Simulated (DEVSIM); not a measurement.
Structure: abrupt Si p-n junction, at 300 K.

| layer (left to right) | material | thickness (μm) | Nd (cm⁻³) | Na (cm⁻³) | τn (s) | τp (s) |
|---|---|---|---|---|---|---|
| 1 | Si | 0.300 | - | 4e18 | 2.7e-6 | 2.7e-6 |
| 2 | Si | 6.70 | 6.3e14 | - | 2.7e-6 | 2.7e-6 |

Left contact: ohmic. Right contact: ohmic. Voltage is applied to the left contact. Recombination: SRH at mid-gap, Auger. Mobility is μmin + (μ − μmin)/(1 + (N/Nref)^α).

Constants are typed, rounded textbook-type inputs, not results; the design itself was drawn at random and stands for no fabricated device. Values at 300 K.

| parameter | Si |
|---|---|
| gap (eV) | 1.124 |
| affinity (eV) | 4.05 |
| permittivity | 11.7 |
| Nc (cm⁻³) | 2.86e19 |
| Nv (cm⁻³) | 3.1e19 |
| μn (cm²/Vs) | 1417 |
| μp (cm²/Vs) | 470 |
| μn,min | 52 |
| μp,min | 45 |
| Nref,n | 9.7e16 |
| Nref,p | 2.2e17 |
| αn | 0.68 |
| αp | 0.72 |
| Cn (cm⁶/s) | 2.8e-31 |
| Cp (cm⁶/s) | 9.9e-32 |

DEVSIM, 1D drift-diffusion, Boltzmann statistics, complete ionisation; no tunnelling, impact ionisation, image-force lowering or self-heating.

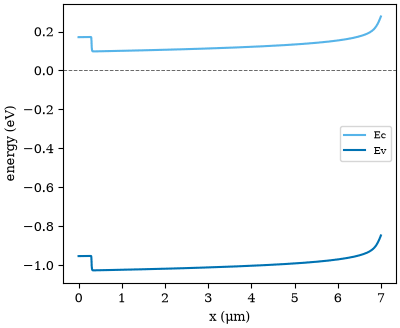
Figure: Band edges at 0.9 V on the left contact

Energies count from the Fermi level of the right contact; mesh points crowd at the junctions.

| x (μm) | Ec (eV) | Ev (eV) | n (cm⁻³) | p (cm⁻³) | field (V/cm) |
|---|---|---|---|---|---|
| 0.000 | 0.171 | -0.953 | < 1e2 | 4.0e18 | 27 |
| 0.01926 | 0.171 | -0.953 | 8.5e14 | 4.0e18 | 27 |
| 0.05417 | 0.171 | -0.953 | 2.4e15 | 4.0e18 | 27 |
| 0.1096 | 0.171 | -0.953 | 4.8e15 | 4.0e18 | 27 |
| 0.2101 | 0.172 | -0.952 | 9.2e15 | 4.0e18 | 27 |
| 0.2601 | 0.172 | -0.952 | 1.1e16 | 4.0e18 | 27 |
| 0.2876 | 0.172 | -0.952 | 1.3e16 | 4.0e18 | -350 |
| 0.3106 | 0.106 | -1.018 | 1.7e17 | 3.1e17 | -13000 |
| 0.3424 | 0.098 | -1.026 | 2.3e17 | 2.3e17 | -27 |
| 0.3981 | 0.098 | -1.026 | 2.3e17 | 2.2e17 | 45 |
| 0.5004 | 0.099 | -1.025 | 2.2e17 | 2.2e17 | 45 |
| 0.8018 | 0.100 | -1.024 | 2.1e17 | 2.1e17 | 48 |
| 1.242 | 0.102 | -1.022 | 2.0e17 | 2.0e17 | 51 |
| 2.050 | 0.107 | -1.017 | 1.7e17 | 1.7e17 | 60 |
| 4.269 | 0.124 | -1.000 | 9.3e16 | 9.3e16 | 110 |
| 5.524 | 0.142 | -0.982 | 5.1e16 | 5.0e16 | 200 |
| 6.207 | 0.161 | -0.963 | 2.7e16 | 2.6e16 | 380 |
| 6.597 | 0.181 | -0.943 | 1.4e16 | 1.3e16 | 770 |
| 6.834 | 0.211 | -0.913 | 4.9e15 | 5.3e15 | 2200 |
| 6.921 | 0.238 | -0.886 | 2.0e15 | 3.1e15 | 4100 |
| 6.970 | 0.261 | -0.863 | 9.8e14 | 1.6e15 | 5300 |
| 7.000 | 0.277 | -0.847 | 6.3e14 | 180000 | 5600 |
